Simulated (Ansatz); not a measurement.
**C₆H₃FN₂: density, localisation and related maps**

The calculation's input:

```
crystal:
  periodic: [false, false, false]
  atoms:
    - {symbol: C, position_ang: [-2.382679, 0.619366, 0.416542]}
    - {symbol: C, position_ang: [-1.245595, -0.241801, 0.301796]}
    - {symbol: C, position_ang: [-0.371976, -0.172954, -0.804938]}
    - {symbol: C, position_ang: [0.950692, -1.850899, 0.006076]}
    - {symbol: C, position_ang: [0.163905, -2.017602, 1.148924]}
    - {symbol: C, position_ang: [-0.947935, -1.195868, 1.288460]}
    - {symbol: F, position_ang: [-1.732756, -1.306869, 2.351450]}
    - {symbol: N, position_ang: [-3.299277, 1.327214, 0.492302]}
    - {symbol: N, position_ang: [0.693140, -0.952490, -0.949954]}
    - {symbol: H, position_ang: [-0.573880, 0.559301, -1.594082]}
    - {symbol: H, position_ang: [1.835341, -2.481082, -0.138580]}
    - {symbol: H, position_ang: [0.398537, -2.759932, 1.913219]}
basis:
  gaussian: {orbitals: def2-SVPD}
hamiltonian: {xc: {name: PBE0}}
output: {forces: true, orbitals: {seedname: orbitals}}
```

Run with:

```sh
ansatz run input.yaml --threads 4 --pin off --max-ram 7830MiB --events-out events.jsonl --progress --plain --runs-dir runs
```

Geometry: B3LYP/def2-SVP.

Method: Ansatz 0.2.0, isolated molecule in a Gaussian basis; Kohn-Sham density functional theory, functional PBE0.

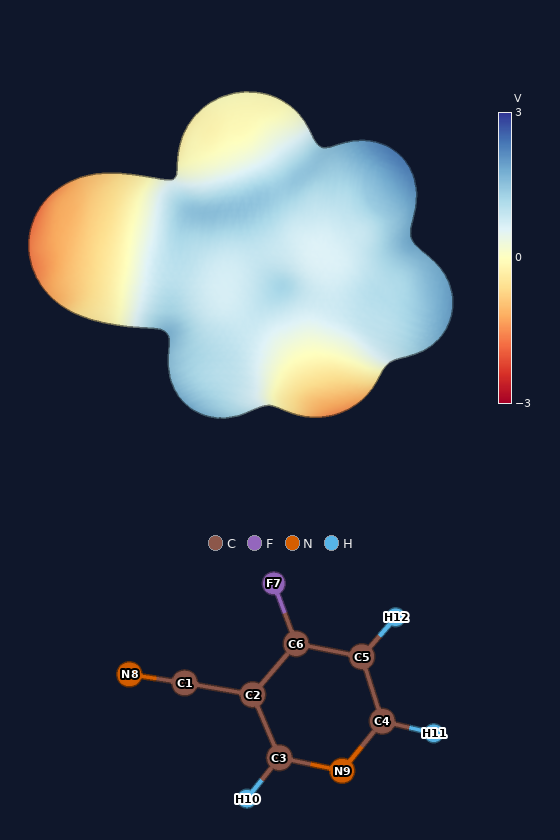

Figure 1. The molecular electrostatic potential painted on the density surface at 0.004 e/bohr³, seen at a tilt; red is negative and blue positive. The bare structure is drawn below in the same view.

> Where is the surface potential most negative and most positive?

The most negative region (about −1.8 V) lies over N8, the most positive (about +2.2 V) over H12. N8 is the likeliest acceptor of a hydrogen bond.

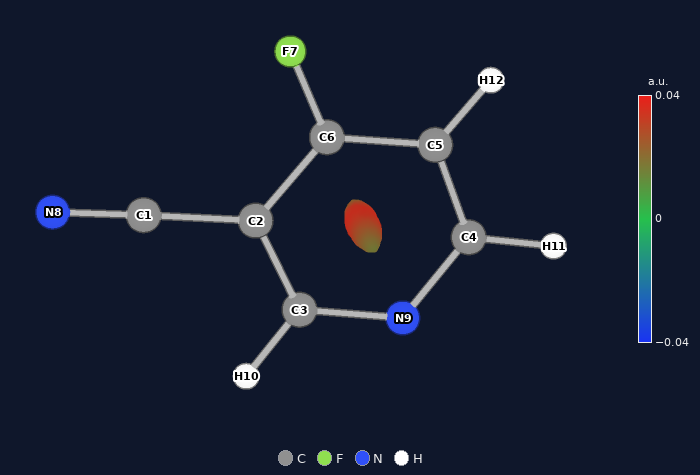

Figure 2. Non-covalent interaction (NCI) plot: the surface where the reduced density gradient is 0.6, for densities under 0.05 a.u., coloured by sign(λ₂)ρ; seen at a tilt.

> Identify the weak interactions.

Inside the ring or cage of C2, C3, C4, C5, C6 and N9: steric crowding (red).

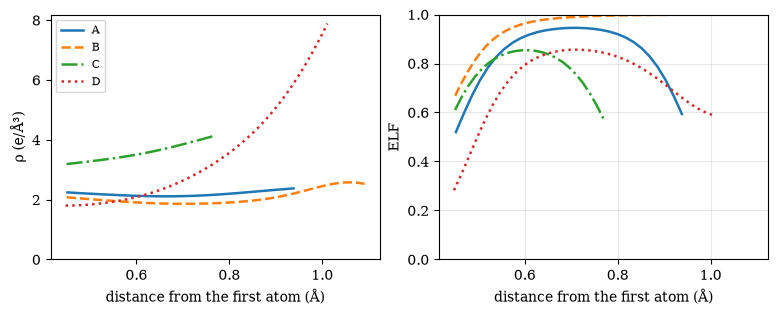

Figure 3. Electron density and electron localisation function along straight lines between neighbouring atoms. The curves leave out the atomic cores.

> Which curve belongs to which contact (C–C, C–F, C–H and C–N)? The first atom named is at distance zero.

Curve A: C–C (1.39 Å): ρ at the midpoint is about 2.1 e/Å³; the ELF peaks at about 0.95 between the atoms (localised, covalent bonding). Curve B: C–H (1.09 Å): ρ is about 2 e/Å³ halfway; the ELF climbs to about 1 towards the hydrogen, as it does in any bond to H (a covalent bond by its length). Curve C: C–N (1.16 Å): the density is about 3.5 e/Å³ at the midpoint; the ELF peaks at about 0.85 between the atoms; a multiple bond. Curve D: C–F (1.33 Å): the density is about 2.4 e/Å³ at the midpoint; the ELF peaks at about 0.85 between the atoms (a polar covalent bond).
